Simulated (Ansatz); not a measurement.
# Cl₃F₂HOW: basis-set convergence

How large a basis does Cl₃F₂HOW need? Two functionals are run in growing sets.

The runs use Ansatz 0.2.0, Gaussian basis; one geometry, several basis sets.

Levels to be run: PBE0-D4/def2-SVP; ωB97M-V/def2-SVP; PBE0-D4/def2-QZVPP; ωB97M-V/def2-QZVPP; the functionals' def2-TZVPP values are taken from earlier runs.

## (1) The relaxed structure

All runs share one geometry, relaxed beforehand with PBE0-D4 in a triple-zeta def2 set. W takes the def2 core potential; no spin-orbit term is included.

8 atoms, charge 0, spin multiplicity 1.

Atoms are counted from 1 here; the program's logs count them from 0.

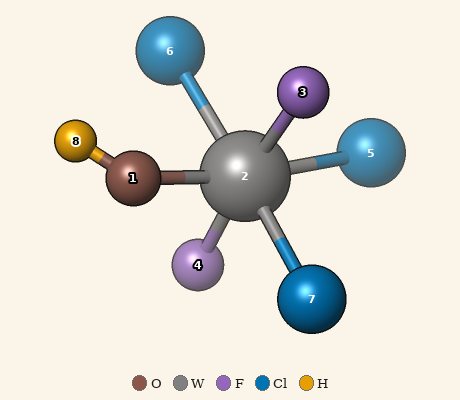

The geometry (oxygen brown, tungsten grey, fluorine purple, chlorine blue, hydrogen amber); atoms are numbered from 1 in the order of the file.

Geometry (Å):

```mol
Cl3F2HOW
  3D, bonds by distance, orders not assigned

  8  7  0  0  0  0  0  0  0  0999 V2000
   -0.5827   -1.3644    0.5829 O   0  0
    0.2192    0.1433   -0.1236 W   0  0
    0.9482    0.6072    1.5103 F   0  0
   -0.3696   -0.2567   -1.8294 F   0  0
    0.8814    2.1809   -0.9119 Cl  0  0
   -1.8029    1.1672    0.4091 Cl  0  0
    2.1544   -0.9483   -0.6052 Cl  0  0
   -1.4481   -1.5294    0.9678 H   0  0
  1  2  8  0
  2  3  8  0
  2  4  8  0
  2  5  8  0
  2  6  8  0
  2  7  8  0
  1  8  8  0
M  END
```

## (2) PBE0-D4 in def2-SVP

Contents of in.yaml:

```yaml
crystal:
  periodic: [false, false, false]
  atoms:
    - {symbol: O, position_ang: [-0.582690, -1.364412, 0.582923]}
    - {symbol: W, position_ang: [0.219176, 0.143334, -0.123612]}
    - {symbol: F, position_ang: [0.948232, 0.607205, 1.510314]}
    - {symbol: F, position_ang: [-0.369551, -0.256660, -1.829434]}
    - {symbol: Cl, position_ang: [0.881433, 2.180937, -0.911873]}
    - {symbol: Cl, position_ang: [-1.802859, 1.167229, 0.409070]}
    - {symbol: Cl, position_ang: [2.154372, -0.948261, -0.605205]}
    - {symbol: H, position_ang: [-1.448114, -1.529372, 0.967807]}
basis:
  gaussian: {orbitals: def2-SVP}
hamiltonian: {xc: pbe0, dispersion: d4}
output: {orbitals: {seedname: orbitals}}
```

On the command line:

```
ansatz run in.yaml --threads 4 --pin off --events-out ev --progress --plain --max-ram 11315MiB
```

The log of the run:

```text
Functional definition: PBE0
  name "PBE0"
  cite "Adamo & Barone, J. Chem. Phys. 110, 6158 (1999) doi:10.1063/1.478522"
  cite "Perdew, Burke & Ernzerhof, Phys. Rev. Lett. 77, 3865 (1996) doi:10.1103/PhysRevLett.77.3865"
  parent pbe
  parameter a = 0.25
  parameter kappa = 0.804
  parameter beta = 0.06672455060314922
  exchange = (1 - a)*pbe_x(kappa = kappa, mu = beta*pi^2/3) + a*exact_x
  correlation = pbe_c(beta = beta)
1228 factors; integrals over basis functions are off by at most 9.4e-4 eV
mean field evaluation 1: about -46847.9991 eV, gradient 7.7e1 eV
mean field evaluation 2: about -46691.4400 eV, gradient 2.7e2 eV
mean field evaluation 4: about -46858.2081 eV, gradient 2.5e1 eV
mean field evaluation 8: about -46859.4084 eV, gradient 6.7e-1 eV
mean field evaluation 16: about -46859.6740 eV, gradient 1.9e-3 eV
mean field -46859.67396629 eV, -1722.0612556335 hartree, gradient 1.7e-5 eV, S^2 0.000000; 0 other end points of the search recorded, 0 dependent functions left out
reference -46859.67401981 eV, -1722.0612576002 hartree; 46, 46 occupied and 87, 87 virtual orbitals, 1228 factors
Total energy: -46859.96456600 eV, -1722.0719349758 hartree
```

Run time: 1.8 s. Hardware: 4 threads of Intel Xeon Platinum 8488C, shared host; peak memory 0.37 GiB.

## (3) ωB97M-V in def2-SVP

Changes to in.yaml since step 2:

```diff
@@ -13,3 +13,3 @@
   gaussian: {orbitals: def2-SVP}
-hamiltonian: {xc: pbe0, dispersion: d4}
+hamiltonian: {xc: {name: wB97M-V}}
 output: {orbitals: {seedname: orbitals}}
```

The command is unchanged.

The log of the run (excerpt; [...] marks lines left out):

```text
Functional definition: wB97M-V
  name "wB97M-V"
  cite "Mardirossian & Head-Gordon, J. Chem. Phys. 144, 214110 (2016) doi:10.1063/1.4952647"
  cite "Becke, J. Chem. Phys. 107, 8554 (1997) doi:10.1063/1.475007"
  cite "Vydrov & Van Voorhis, J. Chem. Phys. 133, 244103 (2010) doi:10.1063/1.3521275"
  # Of w^i u^j: cxij and so on, Table III.
[...]
  gx(w, u) = 1 - cx + cx01*u + cx10*w
  gss(w, u) = css00 + css04*u^4 + css10*w + css20*w^2 + css43*w^4*u^3
  gos(w, u) = cos00 + cos10*w + (cos20 + cos21*u)*w^2 + (cos60 + cos61*u)*w^6
[...]
      + integral(e_c_pw_mod_opposite_spin*gos(b97_w_opposite, b97_u_opposite)) + vv10(b, c)
1228 factors; integrals over basis functions are off by at most 9.4e-4 eV
251 factors; integrals over basis functions are off by at most 9.0e-5 eV
[...]
mean field -46873.26844822 eV, -1722.5608436297 hartree, gradient 7.1e-5 eV, S^2 0.000000; 0 other end points of the search recorded, 0 dependent functions left out
reference -46873.26853183 eV, -1722.5608467023 hartree; 46, 46 occupied and 87, 87 virtual orbitals, 1228 factors
Total energy: -46873.26853183 eV, -1722.5608467023 hartree
```

It took 6.5 s on 4 threads of Intel Xeon Platinum 8488C, shared host; peak memory 0.55 GiB.

## (4) PBE0-D4 in def2-QZVPP

Changes to in.yaml since step 3:

```diff
@@ -12,4 +12,4 @@
 basis:
-  gaussian: {orbitals: def2-SVP}
-hamiltonian: {xc: {name: wB97M-V}}
+  gaussian: {orbitals: "def2-QZVPP.json"}
+hamiltonian: {xc: pbe0, dispersion: d4}
 output: {orbitals: {seedname: orbitals}}
```

Same command.

The log of the run:

```text
Functional definition: PBE0
  name "PBE0"
  cite "Adamo & Barone, J. Chem. Phys. 110, 6158 (1999) doi:10.1063/1.478522"
  cite "Perdew, Burke & Ernzerhof, Phys. Rev. Lett. 77, 3865 (1996) doi:10.1103/PhysRevLett.77.3865"
  parent pbe
  parameter a = 0.25
  parameter kappa = 0.804
  parameter beta = 0.06672455060314922
  exchange = (1 - a)*pbe_x(kappa = kappa, mu = beta*pi^2/3) + a*exact_x
  correlation = pbe_c(beta = beta)
2190 factors; their error is unknown
mean field evaluation 1: about -46872.3862 eV, gradient 8.4e1 eV
mean field evaluation 2: about -46707.0669 eV, gradient 3.0e2 eV
mean field evaluation 4: about -46882.4723 eV, gradient 3.1e1 eV
mean field evaluation 8: about -46884.0998 eV, gradient 2.8e-1 eV
mean field evaluation 16: about -46884.1579 eV, gradient 7.7e-4 eV
mean field -46884.15792572 eV, -1722.9610245465 hartree, gradient 8.2e-5 eV, S^2 0.000000; 0 other end points of the search recorded, 0 dependent functions left out
reference -46884.15796264 eV, -1722.9610259034 hartree; 46, 46 occupied and 446, 446 virtual orbitals, 2190 factors
Total energy: -46884.44850884 eV, -1722.9717032791 hartree
```

Run time: 13 s. Hardware: 4 threads of Intel Xeon Platinum 8488C, shared host; peak memory 2.8 GiB.

## (5) ωB97M-V in def2-QZVPP

Changes to in.yaml since step 4:

```diff
@@ -13,3 +13,3 @@
   gaussian: {orbitals: "def2-QZVPP.json"}
-hamiltonian: {xc: pbe0, dispersion: d4}
+hamiltonian: {xc: {name: wB97M-V}}
 output: {orbitals: {seedname: orbitals}}
```

The command is unchanged.

The log of the run (excerpt; [...] marks lines left out):

```text
Functional definition: wB97M-V
  name "wB97M-V"
  cite "Mardirossian & Head-Gordon, J. Chem. Phys. 144, 214110 (2016) doi:10.1063/1.4952647"
  cite "Becke, J. Chem. Phys. 107, 8554 (1997) doi:10.1063/1.475007"
  cite "Vydrov & Van Voorhis, J. Chem. Phys. 133, 244103 (2010) doi:10.1063/1.3521275"
  # Of w^i u^j: cxij and so on, Table III.
[...]
  gx(w, u) = 1 - cx + cx01*u + cx10*w
  gss(w, u) = css00 + css04*u^4 + css10*w + css20*w^2 + css43*w^4*u^3
  gos(w, u) = cos00 + cos10*w + (cos20 + cos21*u)*w^2 + (cos60 + cos61*u)*w^6
[...]
      + integral(e_c_pw_mod_opposite_spin*gos(b97_w_opposite, b97_u_opposite)) + vv10(b, c)
2102 factors; their error is unknown
325 factors; integrals over basis functions are off by at most 3.4e-5 eV
[...]
mean field -46897.73891428 eV, -1723.4601166706 hartree, gradient 5.6e-5 eV, S^2 0.000000; 0 other end points of the search recorded, 0 dependent functions left out
reference -46897.73897320 eV, -1723.4601188357 hartree; 46, 46 occupied and 446, 446 virtual orbitals, 2102 factors
Total energy: -46897.73897320 eV, -1723.4601188357 hartree
```

Wall time 23 s (4 threads of Intel Xeon Platinum 8488C, shared host); peak memory 3.2 GiB.

## (6) Density functionals: the series

The def2-TZVPP values come from earlier runs at the same geometry.

```tsv
functional	basis	functions	energy (eV)	from the largest (eV)	HOMO (eV)	LUMO (eV)
PBE0-D4	def2-SVP	133	-46859.9646	24.484	-9.12	-4.90
PBE0-D4	def2-TZVPP	289	-46882.9279	1.521	-9.07	-4.78
PBE0-D4	def2-QZVPP	492	-46884.4485	0.000	-9.09	-4.80
ωB97M-V	def2-SVP	133	-46873.2685	24.470	-11.26	-2.95
ωB97M-V	def2-TZVPP	289	-46896.2936	1.445	-11.25	-2.85
ωB97M-V	def2-QZVPP	492	-46897.7390	0.000	-11.27	-2.89
```

## (7) Results

```
                                       quantity           value
PBE0-D4: double and triple zeta above quadruple  24.48, 1.52 eV
ωB97M-V: double and triple zeta above quadruple  24.47, 1.45 eV
```

In words: PBE0-D4 gains 22.96 eV from double to triple zeta, then 1.52 eV more. These are total energies; as a rule much of such shifts cancels in differences, which this series doesn't test.

For PBE0-D4 the largest set took about 7 times as long as the smallest (13 s against 1.8 s).
